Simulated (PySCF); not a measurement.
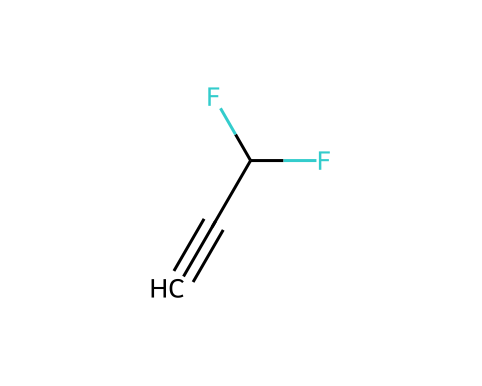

2D structure.

Give its SMILES.

Answer. C#CC(F)F

Give the formula, hydrogens included.

Answer. C3H2F2.

An optimisation with GFN2-xTB gave a structure of which point group?

Answer. Cs.

The parts below concern this one geometry. Atoms keep their numbers from picture to picture. Computed geometry: GFN2-xTB optimisation. No frequency run is at hand to confirm it as a minimum.

### Shape

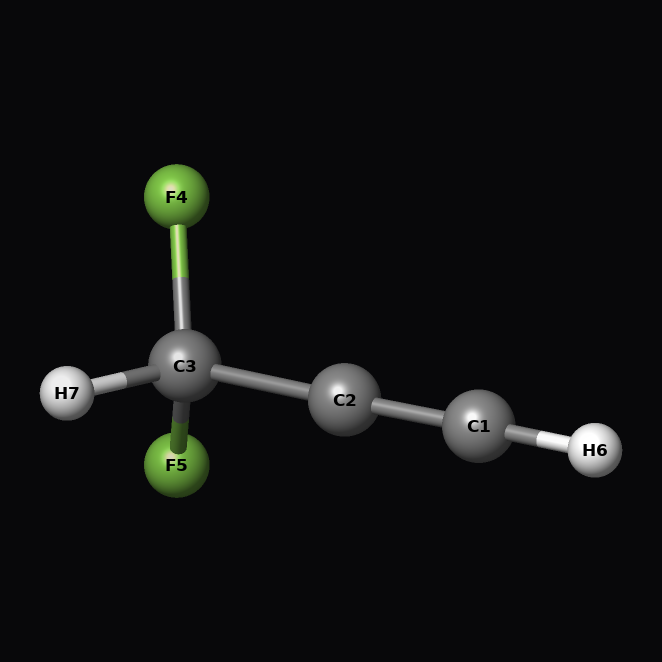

No frequency run is at hand to confirm it as a minimum.

Give the bond lengths.

```
 bond  length (Å)   order
C1–C2       1.196  triple
C1–H6       1.050  single
C2–C3       1.455  single
C3–F4       1.357  single
C3–F5       1.357  single
C3–H7       1.105  single
```

### Dipole moment

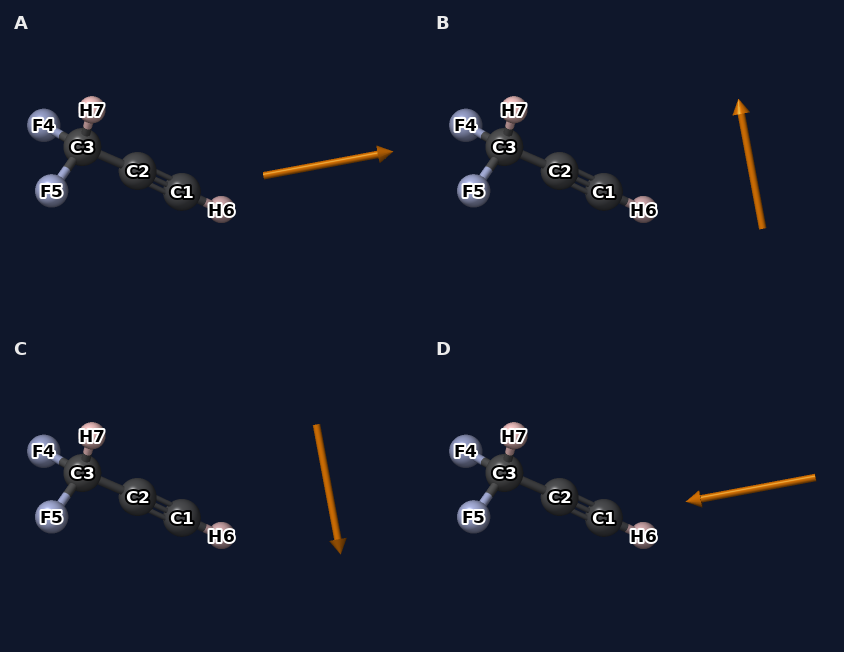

The same molecule four times, each with an arrow. No frequency run is at hand to confirm it as a minimum. Level of theory: PBE0/pcSseg-1, gas phase (PySCF 2.14.0).

Which arrow points along the dipole moment, from the negative to the positive end?

Answer. A. The dipole moment is 2.26 D; it points from the side of F4, F5 to the side of H6 (the outermost atoms at the two ends).

### Spin–spin coupling

No frequency run is at hand to confirm it as a minimum. Properties computed with B3LYP/pcJ-1 indirect spin-spin coupling, non-relativistic, gas phase (PySCF 2.14.0). Isotopes: 13C, 19F, 1H.

Give the spin–spin coupling constants of these pairs, with the number of bonds between them: C1/C2, C1/H6, C2/C3, C1/C3, C2/F5, C2/H6, F5/H7, C1/F5, C1/H7.

```json
{"pair": "C1, C2", "bonds apart": "1", "J (Hz)": "216.2"}
{"pair": "C1, H6", "bonds apart": "1", "J (Hz)": "270.8"}
{"pair": "C2, C3", "bonds apart": "1", "J (Hz)": "105.3"}
{"pair": "C1, C3", "bonds apart": "2", "J (Hz)": "18.0"}
{"pair": "C2, F5", "bonds apart": "2", "J (Hz)": "31.0"}
{"pair": "C2, H6", "bonds apart": "2", "J (Hz)": "52.9"}
{"pair": "F5, H7", "bonds apart": "2", "J (Hz)": "59.5"}
{"pair": "C1, F5", "bonds apart": "3", "J (Hz)": "3.5"}
{"pair": "C1, H7", "bonds apart": "3", "J (Hz)": "4.4"}
```

Density functionals are unreliable for couplings to fluorine, so those rows may be far off.

### Charges

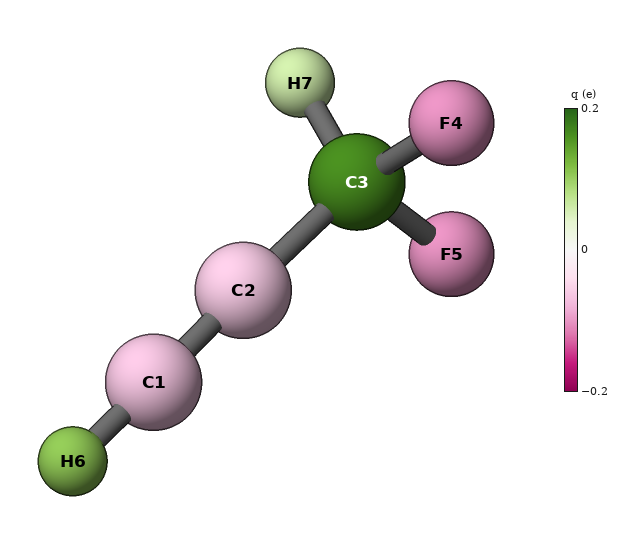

Atoms are coloured by their Hirshfeld charges. No frequency run is at hand to confirm it as a minimum. Method: PBE0/pcSseg-1, gas phase (PySCF 2.14.0).

Give the Hirshfeld charges atom by atom.

```csv
atom,value (e)
C1,−0.07
C2,−0.06
C3,0.16
F4,−0.10
F5,−0.10
H6,0.11
H7,0.06
```
